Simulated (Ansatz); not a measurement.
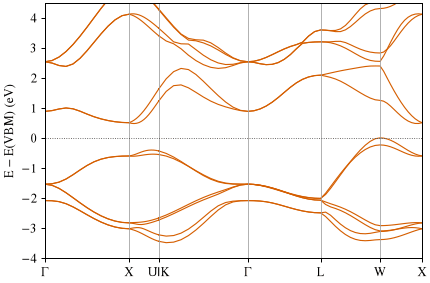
Fig. 1. Band structure from the program Ansatz at the PBE with spin–orbit coupling level (PAW)

**Question.** Read off the gap and where the band edges lie.

**Answer.** About 0.5 eV (0.48 eV by a search for the band edges); maximum at W, minimum on the W–X line, 88 % of the way from W.

The material is PbSe (zinc blende, space group No. 216).

Space group F-43m (zinc blende). The cell is a constructed one: a structure type filled with these elements; neither database checked (COD, Materials Project) lists it. It is not the phase usual at ambient conditions (space group No. 225). Symmetry was held in the PBE relaxation. At this level the phase is mechanically unstable.

Potentials: the later of the program's two PAW sets.
